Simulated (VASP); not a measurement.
Band structure of TiO (relaxed from the NiAs type structure, space group P6_3/mmc). Level of theory: r2SCAN meta-GGA, VASP's PBE PAW potentials (set 64) (plane waves; VASP).

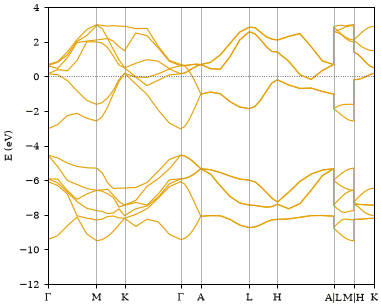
Bands along high-symmetry lines, zero at the valence-band maximum or, without a gap, the Fermi level

Problem. Read the plot: is there a gap, and where are the band edges?

Solution. It has no gap at this level: it comes out as a metal or semimetal.

The structure was generated: TiO was put into the NiAs type type (P6_3/mmc), which need not be its known phase. It was relaxed first, which changed the volume by -32 %.
